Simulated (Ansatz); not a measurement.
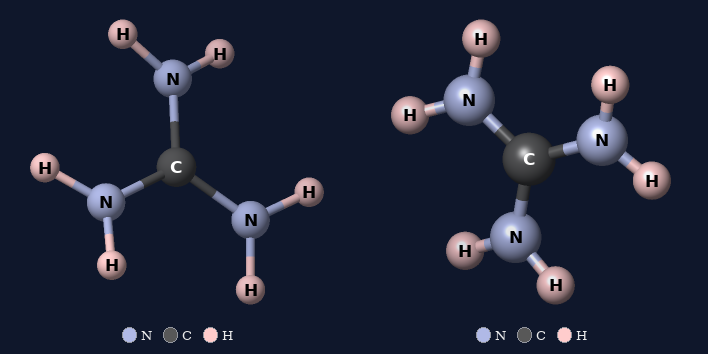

The same structure drawn twice, from different directions.

State: charge +1, singlet. The geometry was computed by an optimisation with PBE0-D4/def2-TZVP.

> Which formula does it have?

CH₆N₃⁺, 10 atoms: 1 carbon, 6 hydrogen and 3 nitrogen.

> How many bonds of each kind are drawn?

6 N–H, 3 C–N.

> Does it have rings?

It has no ring.

More results for the same structure follow; atom numbers are the same in all pictures, views and colours differ.

Shape

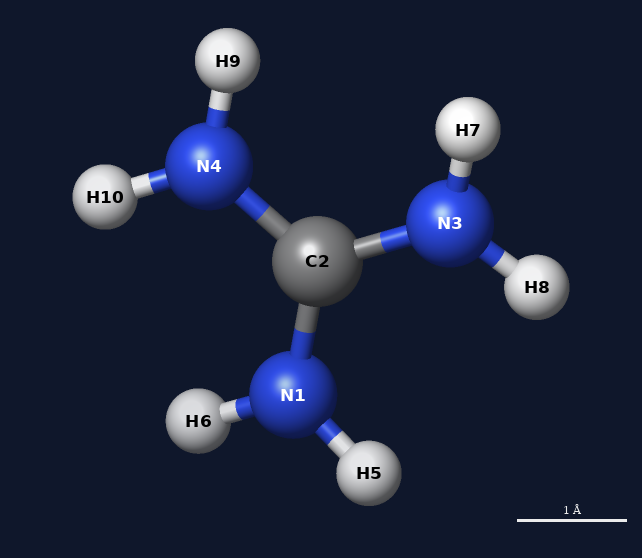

The atoms are numbered.

> Describe the coordination of atom 1.

N1 has 3 neighbours (C2 at 1.33, H5 at 1.01, H6 at 1.01 Å); the arrangement is trigonal planar.

> How are the neighbours of atom 2 arranged?

C2 has 3 neighbours (N1 at 1.33, N3 at 1.33, N4 at 1.33 Å); the arrangement is trigonal planar.

Thermal motion

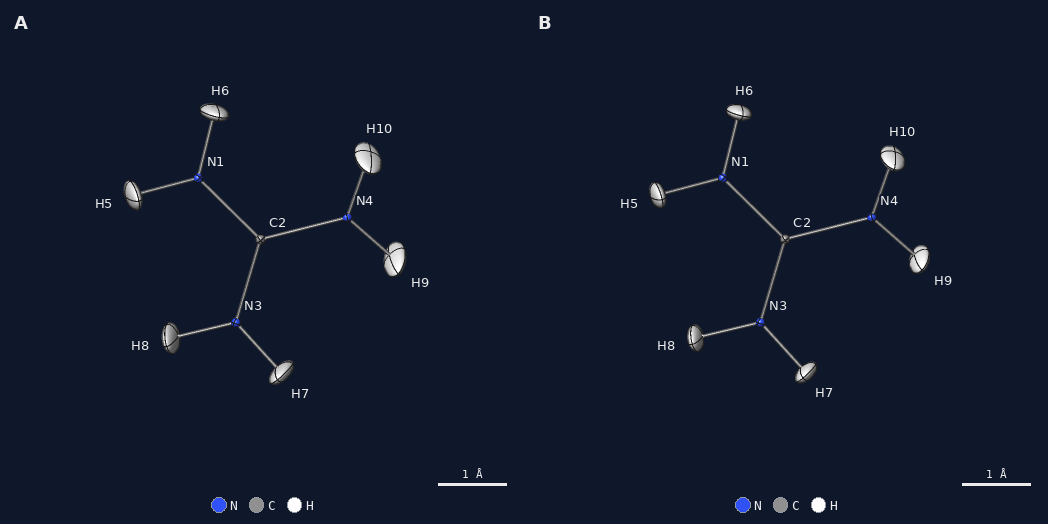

Displacement ellipsoids at the 50 % level, from the internal vibrations of the free molecule (harmonic, no overall translation or rotation; no half-axis is drawn under 0.075 Å). Vibrations computed with RKS PBE0-D4/def2-TZVP (Ansatz 0.2.0). One panel is for 298 K, the other for 600 K.

> Which panel is for 600 K?

A.

> How much does the mean-square displacement of H6 grow, and why?

U_eq goes from 0.0277 to 0.0446 Å², a factor of 1.6. Modes below kT (417 cm⁻¹ at 600 K) grow about in proportion to T, and the lowest lies at 216 cm⁻¹; the mean-square amplitude of a mode is its zero-point value times coth(ħω/2kT), which comes close to 1 only above about 3kT.

Levels of theory compared

Program: Ansatz 0.2.0.

Compare HOMO–LUMO gap (eV), HOMO energy (eV) at these levels: B3LYP-D4/def2-TZVPP; BHLYP-D4/def2-TZVPP; BLYP-D4/def2-TZVPP; CAM-B3LYP-D4/def2-TZVPP; PBE-D4/def2-TZVPP; PBE0-D4/def2-QZVPP; PBE0-D4/def2-SVP; PBE0-D4/def2-TZVPP; r2SCANh-D4/def2-TZVPP; ωB97M-V/def2-SVP; ωB97M-V/def2-TZVPP; ωB97X-V/def2-TZVPP.

| level | HOMO–LUMO gap (eV) | HOMO energy (eV) |
| --- | --- | --- |
| B3LYP-D4/def2-TZVPP | 8.50 | −13.42 |
| BHLYP-D4/def2-TZVPP | 11.42 | −15.05 |
| BLYP-D4/def2-TZVPP | 6.45 | −12.09 |
| CAM-B3LYP-D4/def2-TZVPP | 11.64 | −15.11 |
| PBE-D4/def2-TZVPP | 6.47 | −12.20 |
| PBE0-D4/def2-QZVPP | 8.93 | −13.69 |
| PBE0-D4/def2-SVP | 9.20 | −13.58 |
| PBE0-D4/def2-TZVPP | 9.03 | −13.66 |
| r2SCANh-D4/def2-TZVPP | 8.03 | −13.06 |
| ωB97M-V/def2-SVP | 13.85 | −15.94 |
| ωB97M-V/def2-TZVPP | 13.24 | −16.03 |
| ωB97X-V/def2-TZVPP | 13.85 | −16.13 |

Vibrations

Harmonic vibrations computed with RKS PBE0-D4/def2-TZVP (Ansatz 0.2.0) at a stationary point of the same level.

> How many vibrational modes are there, and where do they lie?

24 modes: 216, 352, 352, 444, 502, 502, 570, 570, 724, 1042, 1043, 1119, 1119, 1600, 1600, 1695, 1724, 1724, 3615, 3615, 3632, 3732, 3735, 3735 cm⁻¹.
